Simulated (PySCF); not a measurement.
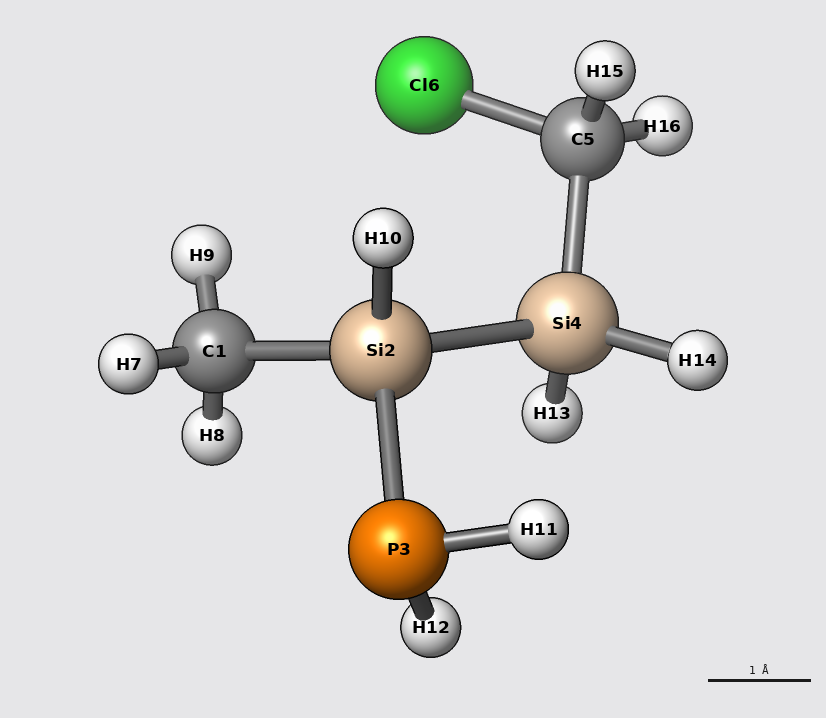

Atoms carry their numbers in the input. Computed geometry: PBE0-D3(BJ)/def2-SVP optimisation. No frequency run is at hand to confirm it as a minimum.

How are the neighbours of atom 1 arranged?

Answer. C1 has 4 neighbours (Si2 at 1.88, H7 at 1.10, H8 at 1.10, H9 at 1.10 Å); the arrangement is tetrahedral.

What is the geometry at Si2?

Answer. Si2 has 4 neighbours (C1 at 1.88, P3 at 2.28, Si4 at 2.34, H10 at 1.50 Å); the arrangement is tetrahedral.

How are the neighbours of atom 5 arranged?

Answer. C5 has 4 neighbours (Si4 at 1.90, Cl6 at 1.80, H15 at 1.10, H16 at 1.10 Å); the arrangement is tetrahedral.

How are the neighbours of atom 3 arranged?

Answer. P3 has 3 neighbours (Si2 at 2.28, H11 at 1.43, H12 at 1.43 Å); the arrangement is trigonal pyramidal.

What is the dihedral angle Si2–Si4–C5–Cl6?

Answer. 54° in size, that is gauche.
